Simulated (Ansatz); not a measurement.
F$_{2}$H$_{2}$NSTa

Input file:

```
crystal:
  periodic: [false, false, false]
  atoms:
    - {symbol: N, position_ang: [-0.893768, 0.631677, 0.487755]}
    - {symbol: Ta, position_ang: [0.568116, -0.426256, -0.248754]}
    - {symbol: F, position_ang: [2.162262, -0.005608, 0.637636]}
    - {symbol: F, position_ang: [0.203612, -2.248942, -0.027678]}
    - {symbol: S, position_ang: [0.662821, 0.109741, -2.334642]}
    - {symbol: H, position_ang: [-1.171591, 0.585886, 1.459881]}
    - {symbol: H, position_ang: [-1.470252, 1.285502, -0.019799]}
basis:
  gaussian: {orbitals: def2-TZVPP}
hamiltonian: {xc: pbe0, dispersion: d4}
output: {orbitals: {seedname: orbitals}}
```

Run with:

```sh
ansatz run in.yaml --threads 4 --pin off --events-out ev --progress --plain --max-ram 10444MiB
```

Geometry: PBE0-D4/def2-TZVP; core potentials replace the inner electrons of Ta.

The calculation used RKS PBE0-D4/def2-TZVPP in Ansatz 0.2.0.

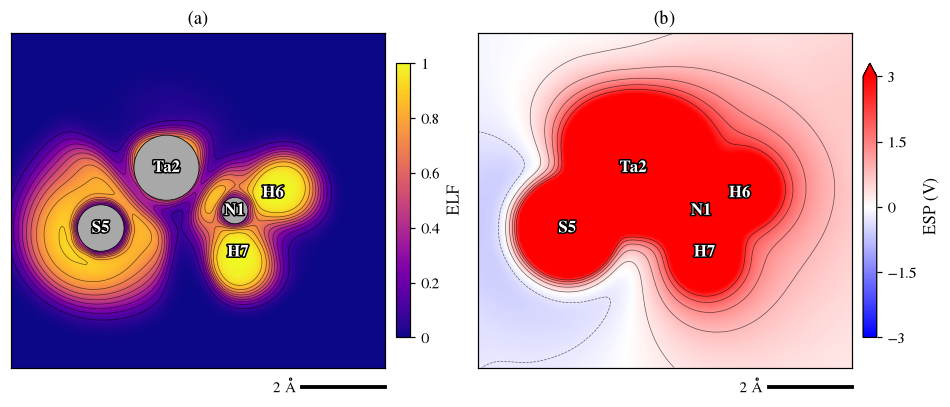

Figure 1. (a) electron localisation function; (b) molecular electrostatic potential on the plane of atoms Ta2, N1 and H7. Grey discs cover the atomic cores in the ELF map.

**Interpret the plot.**

The plane passes through N, Ta, S and H nuclei.
Ta–N (1.95 Å): the ELF peaks at about 0.85 in the valence shell of N, 0.6 Å from its nucleus, and is about 0.35 at the midpoint.
Ta–S (2.16 Å): the ELF peaks at about 0.75 in the valence shell of S, 0.8 Å from its nucleus, and is about 0.50 at the midpoint.
N–H (1.01 Å): the ELF climbs to about 1 towards the hydrogen, as it does in any bond to H; an ordinary covalent bond to hydrogen.
Outside the dense part of the molecule the potential is most negative (−0.6 V) near S5.

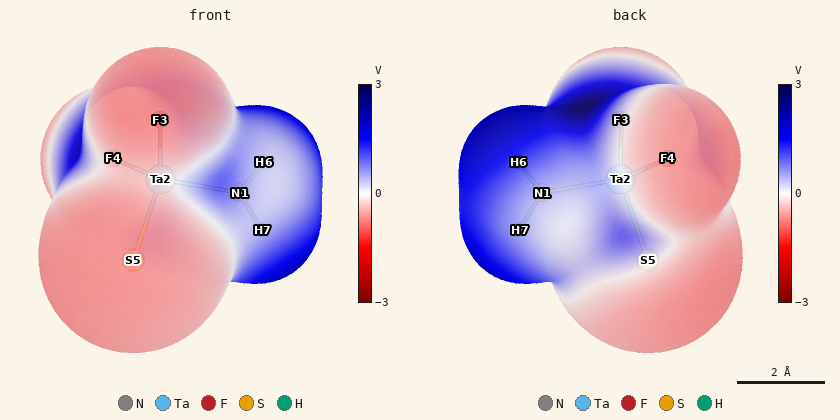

Figure 2. The molecular electrostatic potential painted on the density surface at 0.001 e/bohr³, seen from the front and from behind; red is negative and blue positive.

**Where is the surface potential most negative and most positive?**

The most negative region (about −0.7 V) lies over F3 and F4, the most positive (about +2.5 V) over Ta2.

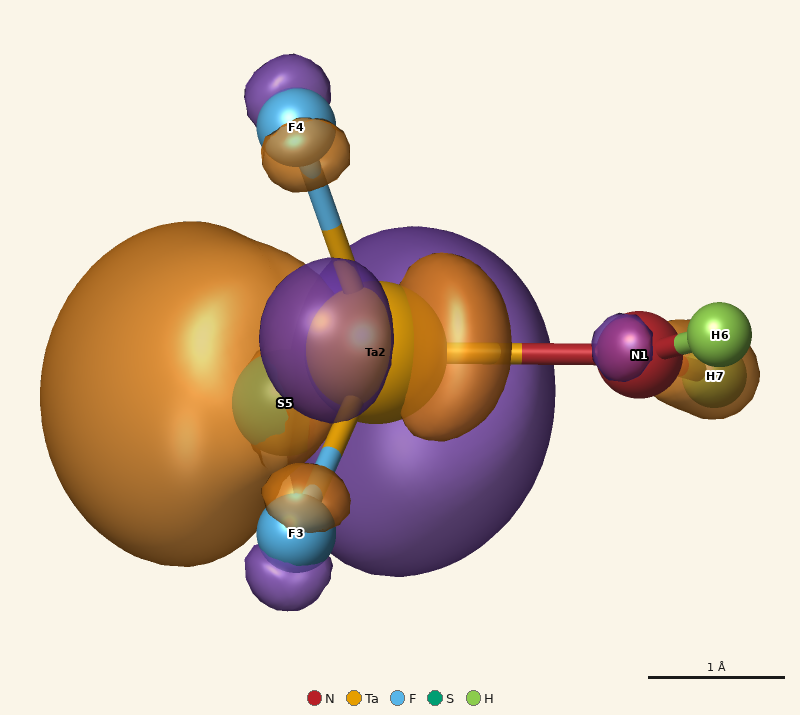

Figure 3. The HOMO−1 at ±0.1 Å⁻³ᐟ² (orange and purple are the two phases), seen from one side.

**Where does this orbital lie, and at what energy?**

It lies mainly on S5 (about 70 %) and Ta2 (about 25 %). Its energy is −7.96 eV.
